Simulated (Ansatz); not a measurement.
## InP: response to strain

The reference is InP in the zinc blende structure (space group F-43m, No. 216; a = 5.907 Å).

Strains are applied to the cell and any free atomic positions relax.

Level of theory: r2SCAN in Ansatz (plane waves to 500 eV, PAW, no spin-orbit coupling).

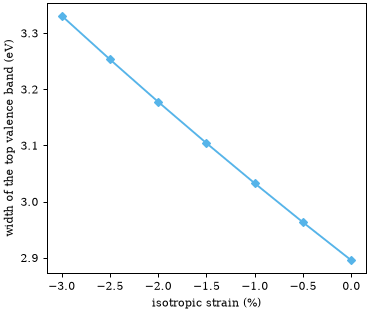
Figure: Width of the top valence band against isotropic strain

| isotropic strain (%) | width of the top valence band |
|---|---|
| -3 | 3.33 eV |
| -2.5 | 3.25 eV |
| -2 | 3.18 eV |
| -1.5 | 3.10 eV |
| -1 | 3.03 eV |
| -0.5 | 2.96 eV |

The levels and masses belong to the bands next to the band gap. Whether these cells are dynamically stable was not tested.

Ansatz is an electronic-structure program.
